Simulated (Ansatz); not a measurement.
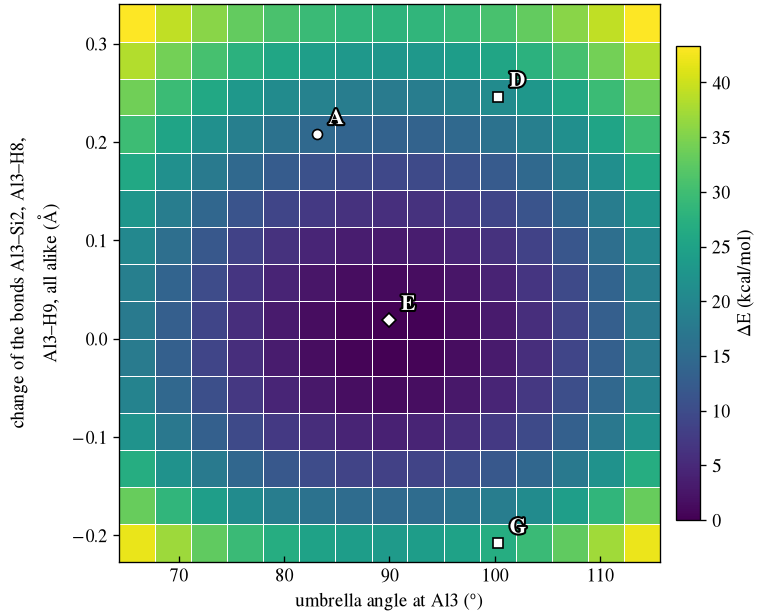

CH₆AlSi, SMILES C[SiH+][AlH2], charge +1. 
- First axis: umbrella angle at Al3 (between each of its bonds and their common axis; 90 is planar). Second axis: change of the bonds Al3–Si2, Al3–H8, Al3–H9, all alike.
- Nothing is relaxed (all other coordinates rigid).
- The scan uses a 15 × 15 grid.
- Points are written as (first, second).
- Energies are in kcal/mol, from the lowest grid point.
- Theory: Ansatz, RKS PBE0-D4/def2-TZVP.

In the figure: one coloured cell a grid point, lettered points.

What kind of point is each of A, D: minimum, saddle, maximum or slope?

Answer. A: on a slope; D: on a slope. (In these two coordinates alone; a stationary point may lie a little off the grid point.)

Rank the lettered points by energy, lowest first.

Answer. E (0.0 kcal/mol), A (14.7 kcal/mol), D (20.7 kcal/mol), G (26.8 kcal/mol).
